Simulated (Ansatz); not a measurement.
## Lattice dynamics of Cu2IF (built on the sites of a database entry of CuI)

Task: relax Cu2IF (built on the sites of a database entry of CuI), then find its harmonic phonons.

Method: DFT PBEsol, scalar-relativistic, plane waves, PAW, in Ansatz 0.2.0.

The structure was built from a prototype and need not be the compound's stable phase.

### 1. The structure

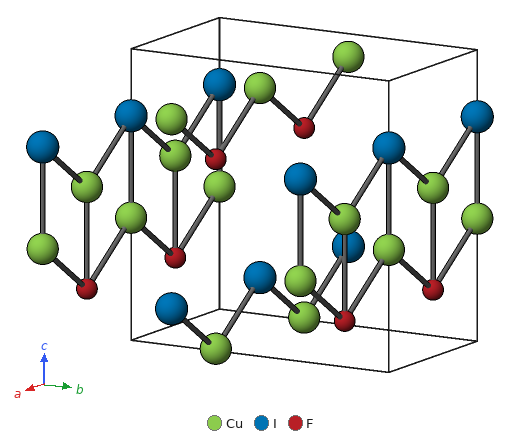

The cell as given, from a free direction (copper green, iodine blue, fluorine red). 2×1×1 cells are drawn. This picture shows the conventional cell, with its axes. Some periodic images of atoms are drawn too.

### 2. Coarse relaxation

A rough relaxation comes first, because large forces or stress need no tight tolerances yet.

Contents of input.yaml:

```yaml
crystal:
  lattice:
    - [3.45655, -3.4361, 0.0]
    - [3.45655, 3.4361, 0.0]
    - [0.0, 0.0, 3.98786]
  atoms:
    - { symbol: Cu, position: [0.42043883, 0.57956117, 0.75] }
    - { symbol: Cu, position: [0.57956117, 0.42043883, 0.25] }
    - { symbol: I, position: [0.77004268, 0.22995732, 0.75] }
    - { symbol: F, position: [0.22995732, 0.77004268, 0.25] }
kpoints:
  mp_grid: { grid: [4, 4, 6] }
hamiltonian:
  xc: pbesol
scf:
  occupations: { method: gaussian, width: 0.1 }
output:
  forces: true
  stress: true
  eigenvalues: true
relax:
  adjacent_minimum: "off"
  f_tol: 0.05
  max_steps: 80
  cell: { stress_tol: 0.5 }
```

Started as:

```
$ ansatz run input.yaml --threads 8 --pin off --max-ram 14336MiB --backend cpu --events-out ev --progress --plain --runs-dir out
```

Numbers of over 12 decimals in the logs are rounded to 6 here.

The program printed:

```text
The last accepted step is kept in <dir> (removed where the run ends without a failure and the disk answers)
Engine: ansatz 0.2.0, aarch64-unknown-linux-gnu
Pseudopotentials: kind: paw
Pseudopotential: Cu, paw, valence charge 19, recommended cutoff 420 eV (normal), Cu.paw.azcp
Pseudopotential: I, paw, valence charge 17, recommended cutoff 420 eV (normal), I.paw.azcp
[...]
cell:  # Å, volume = 71.3859 Å³
    - [2.626665, -3.217678, 0]
    - [2.626665, 3.217678, 0]
    - [0, 0, 4.223139]
  atoms:
    - { symbol: Cu, position: [0.373177, 0.626823, 0.75] }
    - { symbol: Cu, position: [0.572602, 0.427398, 0.250000] }
    - { symbol: I, position: [0.792854, 0.207146, 0.75] }
    - { symbol: F, position: [0.261367, 0.738633, 0.250000] }
[key lines of the parts left out:]
SCF converged after 7 iterations
Free energy (F): -21409.128720 eV
Fermi energy:    10.015230 eV
P = ⅓ Tr σ = 0.1382 GPa (1.382 kbar)
```

Run time: 16 s. Hardware: 8 threads of Arm Neoverse V2, shared host; peak memory 0.54 GiB; 1.9 min of CPU time.

Relaxation path:

```tsv
step	energy less that of the first step (eV)	largest force component (eV/Å)	pressure (GPa)	volume (Å³)
1	0.0000	2.1964	1.05	94.73
2	-0.4949	1.1689	-0.47	87.98
3	-0.7788	0.6183	0.60	82.12
4	-0.9269	0.3142	-0.55	77.50
5	-1.0266	0.1790	0.30	72.56
6	-1.0498	0.0988	1.24	68.97
7	-1.0578	0.0500	-0.39	71.84
8*	-1.0510	0.0505	-0.49	71.84
9	-1.0541	0.0253	0.15	71.39
10*	-1.0532	0.0255	0.14	71.39
```

Relaxation steps marked * repeat the geometry before them on a plane-wave basis chosen anew for their cell, so energy and pressure can jump there.

The run keeps the 4 symmetry operations that it works with, so distortions that break them were not tested.

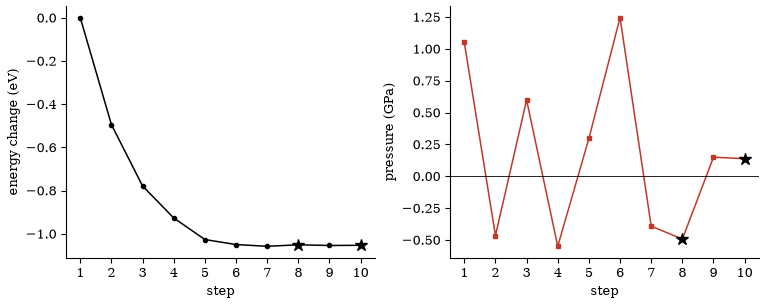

Energy and pressure along the relaxation. Stars mark steps on a basis chosen anew.

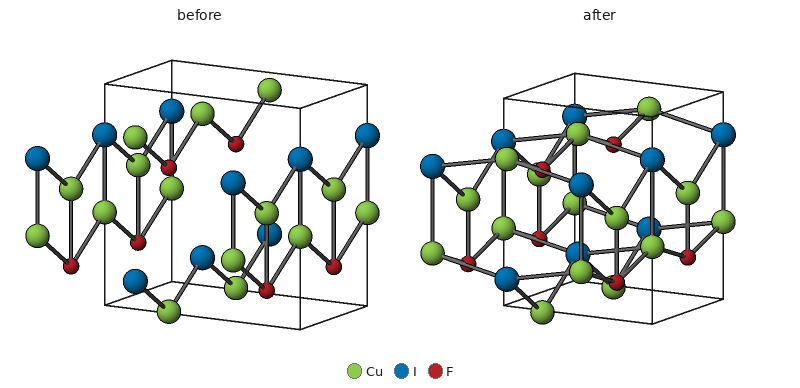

The structure before and after the relaxation, drawn at the same scale.

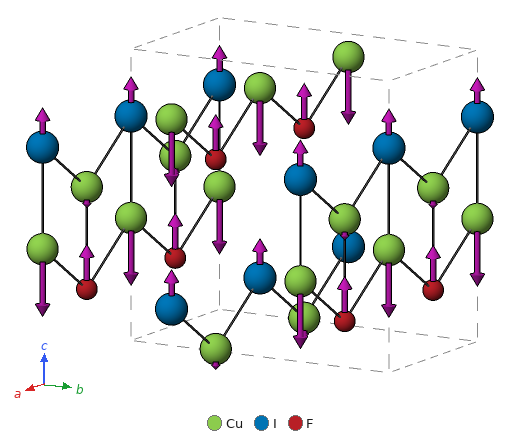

Displacements in the relaxation, exaggerated, measured against the changing cell; the longest in the cell stands for 0.30 Å. 2×1×1 conventional cells are drawn. Some periodic images of atoms are drawn too.

```tsv
cell as run	before	after	change
a (Å)	4.874	4.154	-14.8 %
b (Å)	4.874	4.154	-14.8 %
c (Å)	3.988	4.223	+5.9 %
γ (°)	89.66	101.55	+13.3 %
volume (Å³/atom)	23.68	17.85	-24.6 %
```

The atoms that moved most (Å, as changes of fractional coordinates times the final cell):

```tsv
atom	dx	dy	dz	length
Cu1	0.000	0.304	0.000	0.304
F4	0.000	-0.202	0.000	0.202
I3	0.000	-0.147	0.000	0.147
Cu2	0.000	0.045	0.000	0.045
```

The relaxed structure:

```xyz
4
Lattice="2.6267 -3.2177 0.0000 2.6267 3.2177 0.0000 0.0000 0.0000 4.2231" Properties=species:S:1:pos:R:3 pbc="T T T"
Cu    2.6267    0.8162    3.1674
Cu    2.6267   -0.4672    1.0558
I     2.6267   -1.8846    3.1674
F     2.6267    1.5357    1.0558
```

A gap read on the k-mesh alone can miss the band edges.

This step gave:

- pressure: 0.1382 GPa
- volume per atom: 17.85 Å³
- gap on the k-mesh: 0.3762 eV
- direct gap on mesh: 0.6271 eV

In this step the volume went from 23.68 to 17.85 Å³/atom.

### 3. Bringing the structure to rest

The cell and atoms are relaxed, since residual forces and stress would shift the frequencies.

Contents of input.yaml:

```yaml
crystal:
  lattice:
    - [2.6266648891, -3.2176779177, 0.0]
    - [2.6266648891, 3.2176779177, 0.0]
    - [0.0, 0.0, 4.2231387471]
  atoms:
    - { symbol: Cu, position: [0.3731769511, 0.6268230489, 0.75] }
    - { symbol: Cu, position: [0.5726019637, 0.4273980363, 0.25] }
    - { symbol: I, position: [0.7928544002, 0.2071455998, 0.75] }
    - { symbol: F, position: [0.261366685, 0.738633315, 0.25] }
kpoints:
  mp_grid: { grid: [8, 8, 8] }
hamiltonian:
  xc: pbesol
scf:
  occupations: { method: gaussian, width: 0.02 }
output:
  forces: true
  stress: true
  eigenvalues: true
  write_density: true
  write_potential: true
  elf: true
  volumetric_format: npy
relax:
  adjacent_minimum: "off"
  f_tol: 0.005
  max_steps: 80
  cell: { stress_tol: 0.05 }
```

The program printed:

```text
[...]
Crystal: 4 atoms, lattice volume = 71.386 Å³
Basis set: ecut = 420 eV, 1373 PW (Γ), exchange–correlation on 60×60×60 points (8 copies of the dense FFT grid, shifted against one another)
Bands: 38, of which v1, the nominal top of the filled ones, is band 31 counted from 1 (30 counted from 0)
Symmetry: 4 space group operations
[...]
k-points: 105 of 512 (time reversal used)
[...]
SCF iter   1: F=—  HF=-21409.163949 eV  |F-HF|=—  |Δ(HF+E_count)|=         —  Δρ=1.45e-2  dr2=9.11e-2  ethr=1.77e-3  ⟨swp⟩=7.1  Hψ=17482  notcnv=0  defer=6
[...]
SCF iter  10: F=-21409.140482 eV  HF=-21409.140482 eV  |F-HF|=1.50e-9  |Δ(HF+E_count)|=   6.98e-8  Δρ=7.61e-6  dr2=3.80e-8  ethr=1.61e-10  ⟨swp⟩=13.9  Hψ=29033  notcnv=0
SCF 1 converged in 10 iterations: F = -21409.140482 eV  dr2 = 3.80e-8
[...]
relax step   1: F+E_penalty+E_count = -21409.14048206 eV  Δ(F+E_penalty+E_count) = +0.000e0 eV  max|allowed force component| = 2.712e-2 eV/Å  Δτ_max = 0.0000 Å  P = +0.064 GPa  Ω = 71.386 Å³  (10 SCF iters, dr2 threshold 1.00e-7 eV, accepted)
Crystal: 4 atoms, lattice volume = 71.327 Å³
[...]
SCF iter   5: F=-21409.140829 eV  HF=-21409.140830 eV  |F-HF|=6.17e-8  |Δ(HF+E_count)|=   7.95e-8  Δρ=2.00e-5  dr2=2.07e-7  ethr=3.68e-10  ⟨swp⟩=10.2  Hψ=28644  notcnv=0
SCF 2 converged in 5 iterations: F = -21409.140829 eV  dr2 = 2.07e-7
relax step   2: F+E_penalty+E_count = -21409.14082945 eV  Δ(F+E_penalty+E_count) = -3.474e-4 eV  max|allowed force component| = 2.638e-2 eV/Å  Δτ_max = 0.0022 Å  P = +0.053 GPa  Ω = 71.327 Å³  energy of the carried Pulay correction = +9.295e-5 eV  (5 SCF iters, dr2 threshold 2.28e-7 eV, accepted)
Crystal: 4 atoms, lattice volume = 71.309 Å³
Basis set: ecut = 420 eV, 1381 PW (Γ), exchange–correlation on 60×60×60 points (8 copies of the dense FFT grid, shifted against one another)
[...]
SCF iter   7: F=-21409.141434 eV  HF=-21409.141434 eV  |F-HF|=4.21e-8  |Δ(HF+E_count)|=   1.14e-8  Δρ=1.32e-5  dr2=9.44e-8  ethr=2.25e-10  ⟨swp⟩=9.9  Hψ=27321  notcnv=0
SCF 3 converged in 7 iterations: F = -21409.141434 eV  dr2 = 9.44e-8
relax step   3: F+E_penalty+E_count = -21409.14143443 eV  Δ(F+E_penalty+E_count) = -6.050e-4 eV  max|allowed force component| = 8.437e-3 eV/Å  Δτ_max = 0.0129 Å  P = -0.015 GPa  Ω = 71.309 Å³  energy of the carried Pulay correction = +1.215e-4 eV  (7 SCF iters, dr2 threshold 1.39e-7 eV, accepted)
[...]
relax step   4: F+E_penalty+E_count = -21409.14149718 eV  Δ(F+E_penalty+E_count) = -6.274e-5 eV  max|allowed force component| = 4.337e-3 eV/Å  Δτ_max = 0.0050 Å  P = +0.025 GPa  Ω = 71.337 Å³  energy of the carried Pulay correction = +7.803e-5 eV  (9 SCF iters, dr2 threshold 4.45e-9 eV, accepted)
[...]
relax step   5: F+E_penalty+E_count = -21409.14077004 eV  Δ(F+E_penalty+E_count) = +7.271e-4 eV  max|allowed force component| = 2.287e-2 eV/Å  Δτ_max = 0.0250 Å  P = -0.106 GPa  Ω = 71.897 Å³  energy of the carried Pulay correction = -8.093e-4 eV  (9 SCF iters, dr2 threshold 1.81e-8 eV, accepted)
[...]
relax step   6: F+E_penalty+E_count = -21409.14085264 eV  Δ(F+E_penalty+E_count) = -8.261e-5 eV  max|allowed force component| = 2.553e-2 eV/Å  Δτ_max = 0.0093 Å  P = +0.097 GPa  Ω = 71.879 Å³  energy of the carried Pulay correction = -7.805e-4 eV  (8 SCF iters, dr2 threshold 6.01e-8 eV, accepted)
[...]
relax step   7: F+E_penalty+E_count = -21409.14070231 eV  Δ(F+E_penalty+E_count) = +1.503e-4 eV  max|allowed force component| = 3.451e-2 eV/Å  Δτ_max = 0.0049 Å  P = +0.041 GPa  Ω = 71.949 Å³  energy of the carried Pulay correction = -8.909e-4 eV  (8 SCF iters, dr2 threshold 5.83e-8 eV, rejected (line search))
[...]
relax step   8: F+E_penalty+E_count = -21409.14085756 eV  Δ(F+E_penalty+E_count) = -4.917e-6 eV  max|allowed force component| = 5.226e-3 eV/Å  Δτ_max = 0.0024 Å  P = +0.003 GPa  Ω = 71.929 Å³  energy of the carried Pulay correction = -8.589e-4 eV  (11 SCF iters, accepted)
[...]
relax step   9: F+E_penalty+E_count = -21409.14095688 eV  Δ(F+E_penalty+E_count) = -9.932e-5 eV  max|allowed force component| = 1.094e-3 eV/Å  Δτ_max = 0.0038 Å  P = +0.001 GPa  Ω = 71.872 Å³  energy of the carried Pulay correction = -7.698e-4 eV  (9 SCF iters, dr2 threshold 1.71e-9 eV, accepted)
[...]
SCF iter   9: F=-21409.141827 eV  HF=-21409.141827 eV  |F-HF|=1.82e-11  |Δ(HF+E_count)|=  1.56e-10  Δρ=2.64e-7  dr2=3.38e-11  ethr=1.00e-12  ⟨swp⟩=5.9  Hψ=21432  notcnv=0
SCF 10 converged in 9 iterations: F = -21409.141827 eV  dr2 = 3.38e-11
relax step  10: F+E_penalty+E_count = -21409.14182676 eV  Δ(F+E_penalty+E_count) = -8.699e-4 eV  max|allowed force component| = 6.417e-4 eV/Å  Δτ_max = 0.0000 Å  P = +0.016 GPa  Ω = 71.872 Å³  stress off target by 3.73e-2 GPa  SCF on the basis re-selected at this cell (its energy is not comparable with the rows above)  (9 SCF iters)
basis re-selected at this cell: Δ(F+E_penalty+E_count) = -8.699e-4 eV, ΔP = +0.015 GPa vs the last step (what re-selecting the basis moved, of the pressure what is left beyond the Pulay correction that the steps carried, after the strain that the cell walked since its last selection, with what the two solves' SCF thresholds leave and, on support functions, any second-order correction that the steps lacked; it is no m [...]
SCF converged after 9 iterations
Free energy (F): -21409.141827 eV
[...]
Internal energy: -21409.141827 eV  (E = F + TS)
E sigma→0 (E₀):  -21409.141827 eV
Fermi energy:    9.884362 eV
[...]
--- Forces (eV/Å), atoms counted from 1 ---
  atom   1  Cu    -0.00000000    -0.00032267     0.00000000
  atom   2  Cu    -0.00000000     0.00061281     0.00000000
  atom   3  I     -0.00000000    -0.00064094     0.00000000
  atom   4  F     -0.00000000     0.00035365     0.00000000
  max |Σ_I F_I| component: 2.84e-6 eV/Å
--- Stress (GPa, compression-positive) ---
       -0.012445       0.000000       0.000000
        0.000000       0.037311       0.000000
        0.000000       0.000000       0.022060
  P = ⅓ Tr σ = 0.0156 GPa (0.156 kbar)
--- Band table (eV; the first three rows and the last of 105) ---
  k-point 0: bands = [... 27 lower, 8.2605, 8.6896, 9.0227, 9.4218, 10.1328, 12.2536, 13.1039, 16.2284, ... 3 higher]
  k-point 1: bands = [... 27 lower, 8.2733, 8.6636, 8.8500, 9.3571, 10.4095, 12.8077, 13.2471, 16.3384, ... 3 higher]
  k-point 2: bands = [... 27 lower, 8.3324, 8.5942, 8.6265, 9.2044, 11.0157, 13.6704, 13.9805, 16.2123, ... 3 higher]
  k-point 104: bands = [... 27 lower, 8.2773, 8.5131, 8.5569, 8.6665, 12.1782, 12.3009, 14.4470, 17.1994, ... 3 higher]
--- Relaxed structure (9 steps of the walk, 8 accepted, 1 SCFs on fresh bases) ---
[...]
cell:  # Å, volume = 71.8721 Å³
    - [2.591473, -3.256481, 7.398723412405763e-19]
    - [2.591473, 3.256481, 7.398723412405476e-19]
    - [1.1895630710894446e-18, 0, 4.258290]
  atoms:
    - { symbol: Cu, position: [0.378801, 0.621199, 0.75] }
    - { symbol: Cu, position: [0.570465, 0.429535, 0.25] }
    - { symbol: I, position: [0.787162, 0.212838, 0.75] }
    - { symbol: F, position: [0.263572, 0.736428, 0.25] }
```

Wall time 44 s (8 threads); peak memory 0.62 GiB.

The steps of the relaxation:

```tsv
step	energy less that of the first step (eV)	largest force component (eV/Å)	pressure (GPa)	volume (Å³)
1	0.0000	0.0271	0.06	71.39
2	-0.0003	0.0264	0.05	71.33
3	-0.0010	0.0084	-0.01	71.31
4	-0.0010	0.0043	0.02	71.34
5	-0.0003	0.0229	-0.11	71.90
6	-0.0004	0.0255	0.10	71.88
7	-0.0002	0.0345	0.04	71.95
8	-0.0004	0.0052	0.00	71.93
9	-0.0005	0.0011	0.00	71.87
10*	-0.0013	0.0006	0.02	71.87
```

Relaxation steps marked * repeat the geometry before them on a plane-wave basis chosen anew for their cell, so energy and pressure can jump there. Relaxation step 7 was tried and not accepted.

Forces are held to the 4 operations that the run works with; a distortion that breaks them can't arise in this run.

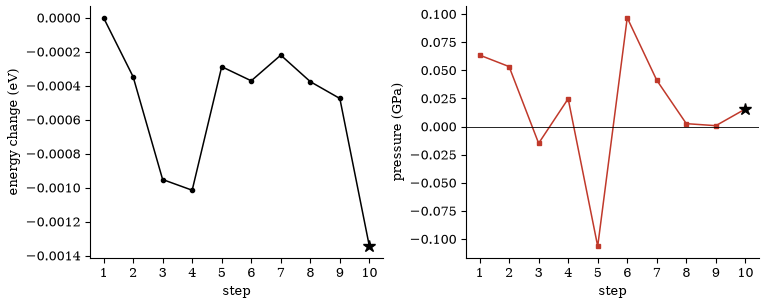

Energy and pressure along the relaxation. Stars mark steps on a basis chosen anew.

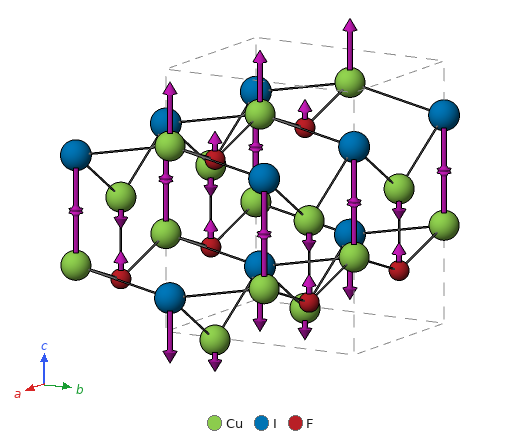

Displacements in the relaxation, exaggerated, measured against the changing cell; the longest in the cell stands for 0.04 Å. 2×1×1 conventional cells are drawn. Some periodic images of atoms are drawn too.

```tsv
conventional cell, symmetrised	before	after	change
a (Å)	4.223	4.258	+0.8 %
b (Å)	5.253	5.183	-1.3 %
c (Å)	6.435	6.513	+1.2 %
volume (Å³/atom)	17.85	17.97	+0.7 %
```

The atoms that moved most (Å, as changes of fractional coordinates times the final cell):

```tsv
atom	dx	dy	dz	length
I3	0.000	0.037	0.000	0.037
Cu1	0.000	-0.037	0.000	0.037
F4	0.000	-0.014	0.000	0.014
Cu2	0.000	0.014	0.000	0.014
```

Final coordinates:

```cif
data_structure
_symmetry_space_group_name_H-M 'P 1'
_symmetry_Int_Tables_number 1
_cell_length_a 4.1618
_cell_length_b 4.1618
_cell_length_c 4.2583
_cell_angle_alpha 90.000
_cell_angle_beta 90.000
_cell_angle_gamma 102.975
_cell_volume 71.87
loop_
_atom_site_label
_atom_site_type_symbol
_atom_site_fract_x
_atom_site_fract_y
_atom_site_fract_z
_atom_site_occupancy
Cu1 Cu 0.37880 0.62120 0.75000 1
Cu2 Cu 0.57047 0.42953 0.25000 1
I3 I 0.78716 0.21284 0.75000 1
F4 F 0.26357 0.73643 0.25000 1
```

Numbers from this step:

* pressure: 0.01564 GPa
* gap on the k-mesh: 0.4974 eV
* volume per atom: 17.97 Å³
* direct gap on mesh: 0.7110 eV

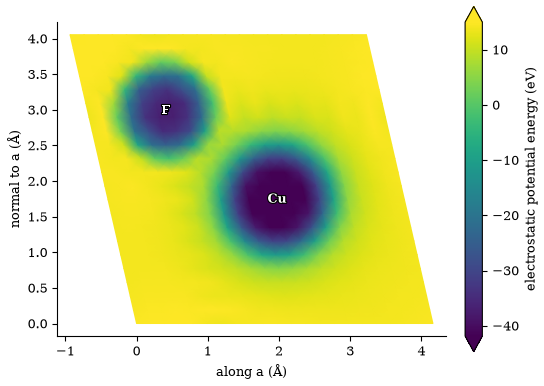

Electrostatic potential energy in the ab plane of the cell as run, not the conventional one, at fractional z = 0.250, with atoms of Cu and F within 0.2 Å of it. With pseudopotentials it is smooth inside the atoms' cores, unlike the true potential.

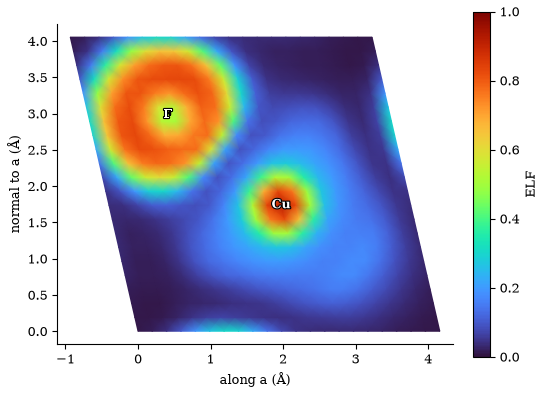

ELF in the ab plane of the cell as run, not the conventional one, at fractional z = 0.250, with atoms of Cu and F within 0.2 Å of it. It is the smooth field of the valence electrons, not physical close to the nuclei.

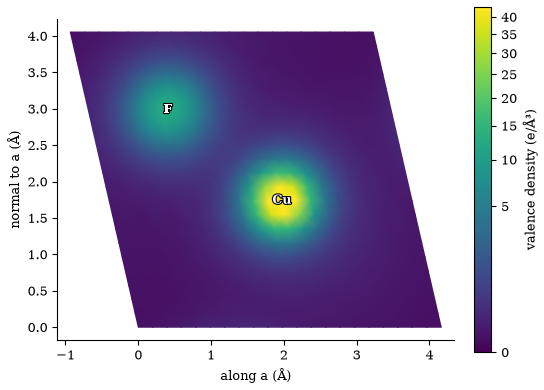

Valence density in the ab plane of the cell as run, not the conventional one, at fractional z = 0.250, with atoms of Cu and F within 0.2 Å of it. It is the smooth field of the valence electrons, not physical close to the nuclei. The colour scale is stretched toward low values.

In this step the volume went from 17.85 to 17.97 Å³/atom.

### 4. Relaxing to small forces for the phonons

Phonons need a cell at rest on their own settings, so the relaxation is repeated with tight tolerances on forces and stress on the k mesh and occupations of the first response run.

Contents of input.yaml:

```yaml
crystal:
  lattice:
    - [2.5914732123, -3.256480752, 0.0]
    - [2.5914732123, 3.256480752, 0.0]
    - [0.0, 0.0, 4.2582904868]
  atoms:
    - { symbol: Cu, position: [0.3788008523, 0.6211991477, 0.75] }
    - { symbol: Cu, position: [0.570465259, 0.429534741, 0.25] }
    - { symbol: I, position: [0.7871620234, 0.2128379766, 0.75] }
    - { symbol: F, position: [0.2635718653, 0.7364281347, 0.25] }
kpoints:
  mp_grid: { grid: [8, 8, 8] }
hamiltonian:
  xc: pbesol
scf:
  occupations: { method: fixed }
output:
  forces: true
  stress: true
  eigenvalues: true
relax:
  adjacent_minimum: "off"
  f_tol: 0.001
  max_steps: 60
  cell: { stress_tol: 0.01 }
```

The program printed:

```text
[...]
Crystal: 4 atoms, lattice volume = 71.872 Å³
Basis set: ecut = 420 eV, 1373 PW (Γ), exchange–correlation on 60×60×60 points (8 copies of the dense FFT grid, shifted against one another)
Bands: 38, of which v1, the nominal top of the filled ones, is band 31 counted from 1 (30 counted from 0)
Symmetry: 4 space group operations
[...]
k-points: 105 of 512 (time reversal used)
[...]
--- Relaxed structure (10 steps of the walk, 9 accepted, 2 SCFs on fresh bases) ---
[...]
cell:  # Å, volume = 72.2138 Å³
    - [2.578310, -3.281925, 0]
    - [2.578310, 3.281925, 0]
    - [0, 0, 4.267039]
  atoms:
    - { symbol: Cu, position: [0.380420, 0.619580, 0.75] }
    - { symbol: Cu, position: [0.569702, 0.430298, 0.250000] }
    - { symbol: I, position: [0.784330, 0.215670, 0.75] }
    - { symbol: F, position: [0.265549, 0.734451, 0.250000] }
[key lines of the parts left out:]
SCF converged after 10 iterations
Free energy (F): -21409.141916 eV
Fermi energy:    9.558664 eV
P = ⅓ Tr σ = 0.0001 GPa (0.001 kbar)
```

Elapsed: 51 s, on 8 threads; peak memory 0.61 GiB; 6.5 min of CPU time.

Step by step:

```tsv
step	energy less that of the first step (eV)	largest force component (eV/Å)	pressure (GPa)	volume (Å³)
1	0.0000	0.0006	0.02	71.87
2	0.0000	0.0012	0.00	71.91
3	0.0002	0.0033	-0.01	72.03
4	0.0002	0.0036	0.00	72.07
5	0.0003	0.0022	-0.01	72.12
6	0.0003	0.0040	0.01	72.11
7	0.0003	0.0008	0.00	72.11
8*	-0.0001	0.0008	0.00	72.11
9	0.0000	0.0024	0.00	72.16
10	0.0000	0.0010	0.00	72.21
11	0.0001	0.0002	0.00	72.21
12*	-0.0001	0.0003	0.00	72.21
```

Relaxation steps marked * repeat the geometry before them on a plane-wave basis chosen anew for their cell, so energy and pressure can jump there. Relaxation step 6 was tried and not accepted.

Forces are held to the 4 operations that the run works with; a distortion that breaks them can't arise in this run.

```tsv
conventional cell, symmetrised	before	after	change
a (Å)	4.258	4.267	+0.2 %
b (Å)	5.183	5.157	-0.5 %
c (Å)	6.513	6.564	+0.8 %
volume (Å³/atom)	17.97	18.05	+0.5 %
```

The atoms that moved most (Å, as changes of fractional coordinates times the final cell):

```tsv
atom	dx	dy	dz	length
I3	0.000	0.019	0.000	0.019
F4	0.000	-0.013	0.000	0.013
Cu1	0.000	-0.011	0.000	0.011
Cu2	0.000	0.005	0.000	0.005
```

This step gave:

```
pressure           : 1.34e-4 GPa
gap on the k-mesh  : 0.5162 eV
volume per atom    : 18.05 Å³
direct gap on mesh : 0.7315 eV
```

The largest force component left is 0.28 meV/Å and the pressure is 0.000 GPa, within the tolerances set. The cell now holds 18.05 Å³/atom.

(Part 1 of 2 ends here.)

[Logs are printed without paths, hosts, clocks, repeated set-up lines and the standing remarks that a program may print on its own settings, such as how far it seeks lower states.]

[Hosts, paths, dates, database ids (printed as entryN), source tags and the programs' standing remarks are cut or masked in the printed files.]
